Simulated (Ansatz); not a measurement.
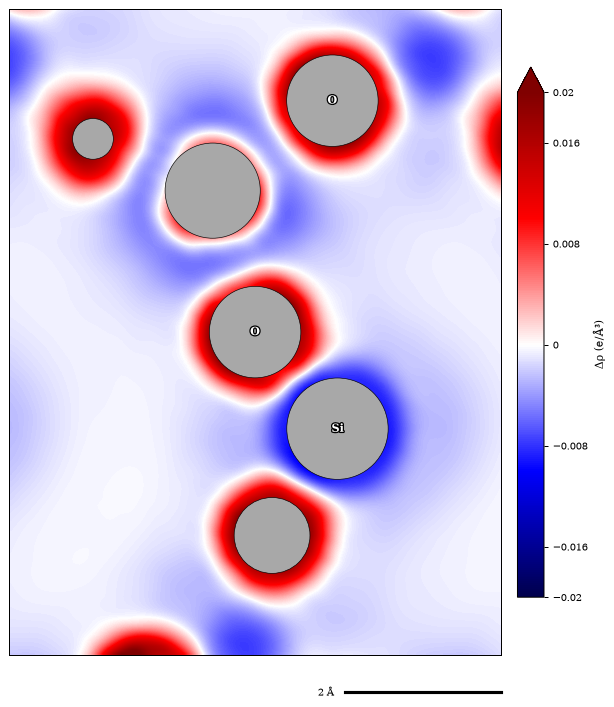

ZrSi2O6. Difference of the valence pseudo-densities of two functionals at the same geometry, on the (101) plane of the calculation cell: PBE less LDA.

Space group C222; a structure generated by program, which may or may not match a known phase.

Both computed with Ansatz (plane waves, PAW), on the same k-point mesh. Grey discs cover the atomic cores.

```xyz
9
Lattice="2.6060 -4.9807 0.0000 2.6060 4.9807 0.0000 0.0000 0.0000 6.0403" Properties=species:S:1:pos:R:3 pbc="T T T"
Zr    2.6060    0.0000    3.0202
Si    1.3030    2.4903    5.1026
Si    1.3030   -2.4903    0.9377
O     3.6765   -1.1751    4.1655
O     2.6060    2.7566    0.0000
O     3.6765    1.1751    1.8748
O     1.5354    1.1751    4.1655
O     2.6060   -2.7566    0.0000
O     1.5354   -1.1751    1.8748
```

Question: What does the difference map show?

Answer: Against LDA, PBE gives more density around O (+0.009 e/Å³ on average at 0.7 Å from the nucleus).
